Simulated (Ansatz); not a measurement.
**CH5InO2···H2S: density, localisation and related maps**

Input

```
crystal:
  periodic: [false, false, false]
  atoms:
    - { symbol: In, position_ang: [-0.4776, -0.2639, -0.8315] }
    - { symbol: S, position_ang: [2.3031, 0.4768, -1.0122] }
    - { symbol: O, position_ang: [-1.0074, -2.1445, -1.0012] }
    - { symbol: O, position_ang: [-1.9961, 0.9444, -1.1031] }
    - { symbol: H, position_ang: [1.3684, 0.3743, 0.5257] }
    - { symbol: C, position_ang: [0.3767, 0.3033, 1.4946] }
    - { symbol: H, position_ang: [1.9378, 1.7531, -1.0617] }
    - { symbol: H, position_ang: [-0.279, -2.7575, -1.0892] }
    - { symbol: H, position_ang: [-2.7368, 0.3856, -1.3518] }
    - { symbol: H, position_ang: [0.9597, 0.5543, 2.3797] }
    - { symbol: H, position_ang: [-0.0496, -0.6857, 1.6622] }
    - { symbol: H, position_ang: [-0.3992, 1.0597, 1.3884] }
basis:
  gaussian: { orbitals: def2-SVP }
hamiltonian:
  xc: r2scanh
  dispersion: d4
relax:
  f_tol: 0.15
  max_steps: 25
  restrain:
    - { distance: [0, 5], at: 2.18, k: 30.0 }
    - { distance: [4, 1], at: 1.36, k: 30.0 }
    - { distance: [0, 1], at: 3.77, k: 30.0 }
    - { distance: [4, 5], at: 2.37, k: 30.0 }
output:
  orbitals: {}
```

Command:

```sh
ansatz run input.yaml --threads 4 --pin off --max-ram 5120MiB --backend cpu --events-out ev --progress --plain --runs-dir out
```

The fields are those of the relaxed geometry.

Core potentials replace the inner electrons of In.

Method: RKS r2SCANh-D4/def2-SVP (Ansatz 0.2.0).

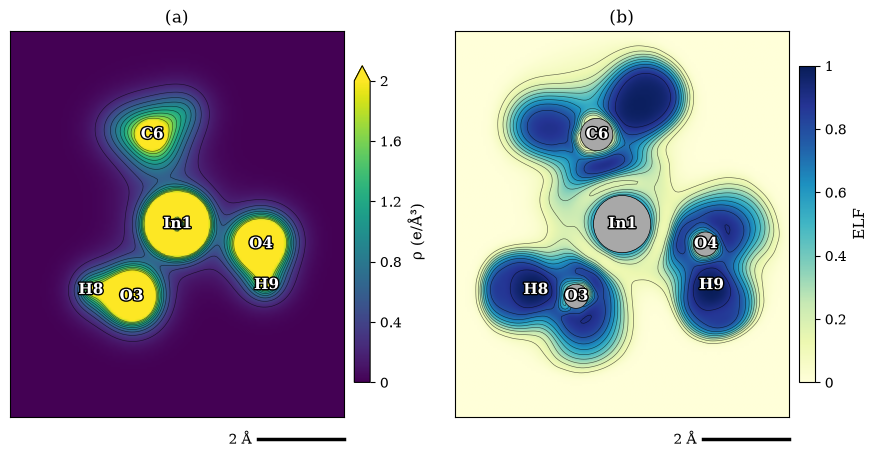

Figure 1. (a) electron density; (b) electron localisation function on the plane of atoms O4, In1 and C6. Grey discs cover the atomic cores in the ELF map.

Question: Interpret the plot.

Answer: The section cuts through In, O, C and H sites. In–O (2.00 Å): ρ at the midpoint is about 0.7 e/Å³; the ELF peaks at about 0.85 in the valence shell of O, 0.6 Å from its nucleus, and drops to about 0.10 between the two atoms. C–In (2.17 Å): ρ at the midpoint is about 0.63 e/Å³; the ELF peaks at about 0.90 in the valence shell of C, 0.7 Å from its nucleus, and drops to about 0.20 between the two atoms. O–H (0.96 Å): ρ is about 3.6 e/Å³ halfway; the ELF climbs to about 1 towards the hydrogen, as it does in any bond to H (an ordinary covalent bond to hydrogen). The ELF also peaks beside O3 and O4, away from the bonds: lone-pair regions.

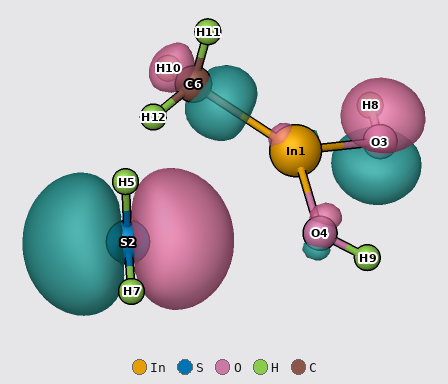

Figure 2. The HOMO−1 at ±0.1 Å⁻³ᐟ² (teal and pink are the two phases), seen across its widest extent.

Question: Describe this orbital and give its energy.

Answer: It lies mainly on S2 (about 65 %) and O3 (about 15 %). Its energy is −7.14 eV.
